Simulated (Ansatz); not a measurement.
## How far to go with the k-point mesh: CdHOF (P1, 8 atoms in the cell)

```xyz
8
Lattice="3.5520 0.0000 0.0000 0.0000 4.8689 0.0000 -0.0082 0.0000 5.6561" Properties=species:S:1:pos:R:3 pbc="T T T"
Cd     2.6500     3.6737     4.1980
Cd     0.8938     1.2393     1.5081
H      2.6607     3.3312     1.5407
H      0.8831     0.8967     4.1154
O      0.8764     0.1049     3.5050
O      2.6674     2.5394     2.1511
F      0.8767     2.3359     5.0577
F      2.6672     4.7703     0.5984
```

Level of theory: PBEsol, default PAW files made with PBE (plane waves; Ansatz, a program for electronic structure).

Base settings: basis.ecutwfc = 420 eV; kpoints.mp_grid.grid = 7 5 5; hamiltonian.xc = pbesol; hamiltonian.pseudopotentials = {kind: paw} (the program's default PAW files); scf.occupations.method = fixed.

Only quantities that move along the ladder and can be compared are tabulated.

The starting cell comes from a database of computed structures (which also holds hypothetical and non-ambient phases and stackings), without a prior relaxation at this level. Its lattice was rescaled by up to half a per cent. One atom was moved a little off its site on purpose. In the base run, with a pressure of about -6 GPa the cell is away from its equilibrium volume at this level. Ansatz's pressure includes its estimate of the finite-basis (Pulay) stress.

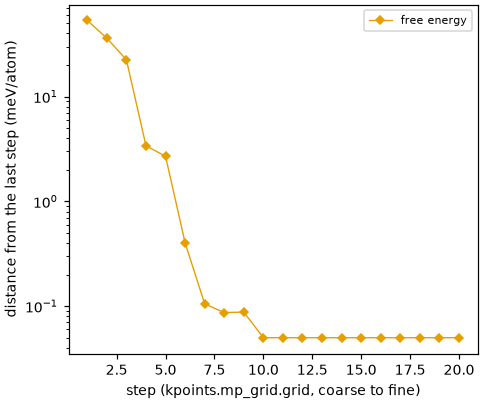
Fig. 1. Distance from the last step along the ladder; very small values are drawn at a floor.

| kpoints.mp_grid.grid | free energy less the last step's (meV/atom) | pressure (GPa) | largest difference of a force vector from the last step's (eV/Å) | gap on the mesh (eV) |
|---|---|---|---|---|
| 2 1 1 | 53.24 | -6.08 | 0.172 | 1.622 |
| 2 2 1 | 36.04 | -5.57 | 0.180 | 1.621 |
| 2 2 2 | 22.40 | -5.64 | 0.059 | 1.589 |
| 3 2 2 | 3.39 | -5.91 | 0.020 | 1.629 |
| 3 3 2 | 2.69 | -5.89 | 0.014 | 1.629 |
| 4 3 3 | 0.40 | -5.92 | 0.004 | 1.646 |
| 5 3 3 | 0.11 | -5.92 | 0.002 | 1.648 |
| 5 4 3 | 0.09 | -5.92 | 0.001 | 1.648 |
| 5 4 4 | 0.09 | -5.92 | 0.001 | 1.640 |
| 6 5 4 | 0.03 | -5.92 | 0.000 | 1.640 |
| 7 5 4 | -0.01 | -5.92 | 0.000 | 1.640 |
| 7 5 5 | 0.00 | -5.92 | 0.000 | 1.644 |
| 8 6 5 | 0.01 | -5.92 | 0.000 | 1.644 |
| 9 7 6 | 0.01 | -5.92 | 0.000 | 1.640 |
| 10 7 6 | 0.00 | -5.92 | 0.000 | 1.641 |
| 11 8 7 | 0.00 | -5.92 | 0.000 | 1.642 |
| 12 9 8 | 0.00 | -5.92 | 0.000 | 1.641 |
| 13 10 9 | 0.00 | -5.92 | 0.000 | 1.641 |
| 15 11 9 | 0.00 | -5.92 | 0.000 | 1.641 |
| 16 12 10 | 0.00 | -5.92 | 0.000 | 1.641 |
| 18 13 12 | 0.00 | -5.92 | 0.000 | 1.641 |

Coarsest kpoints.mp_grid.grid that holds the forces within 0.005 eV/Å of the last step, with all finer ones: 4 3 3; the step before is off by 0.014 eV/Å.

Coarsest kpoints.mp_grid.grid that holds the free energy within 5 meV/atom of the last step, with all finer ones: 3 2 2; the step before is off by 22 meV/atom.

The gap on the mesh jumps up and down from mesh to mesh; it is no smooth measure of convergence.

Keys are those of Ansatz 0.2.
